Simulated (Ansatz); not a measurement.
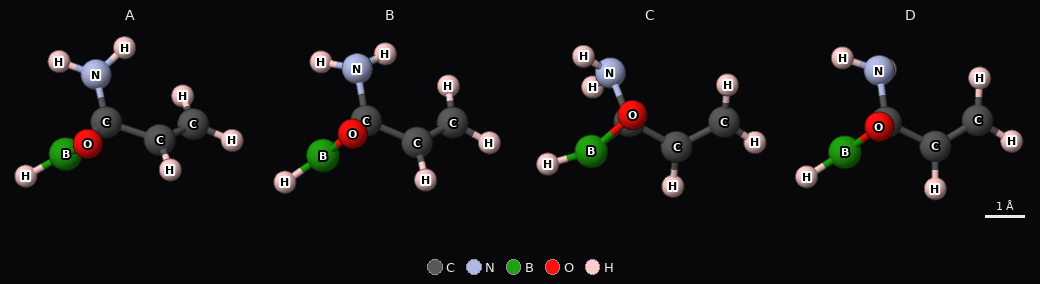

4 geometries from one relaxation of C$_{3}$H$_{6}$BNO, in shuffled order. The picture is a ball-and-stick view, seen at a tilt.

The run prepares an end point of a later path (torsion) calculation, from a guessed geometry.

Theory: RKS PBE0/def2-SVP in Ansatz 0.2.0. Settings: no spin polarisation; force threshold 0.015 eV/Å; at most 40 steps.

Question: Order the frames from highest to lowest energy.

Answer: C, D, B, A. They are steps 0, 6, 13, 32, at +197.8 kJ/mol, +47.8 kJ/mol, +32.2 kJ/mol relative to the last. After 30 accepted moves (32 points after the start) the energy has fallen by 197.8 kJ/mol. The largest force component goes from 5.4 to 0.0039 eV/Å. The line search rejected the trial steps at points 16, 25 of the run. The atom that moves furthest after the best rigid fit is an H atom (1.94 Å). By element the largest moves are H 1.94 Å, O 1.12 Å, C 0.62 Å, B 0.21 Å, N 0.20 Å. Among the contacts that change: C–O 1.406 → 2.122 Å, B–O 1.490 → 1.278 Å, C–N 1.465 → 1.320 Å, H–N 1.106 → 1.017 Å. Bonds break: C–O (1.41 → 2.12 Å). Among the angles between lasting bonds that change: C–B–O 54.6° → 94.1°, C–N–H 101.0° → 121.5°, O–B–H 148.9° → 135.5°.
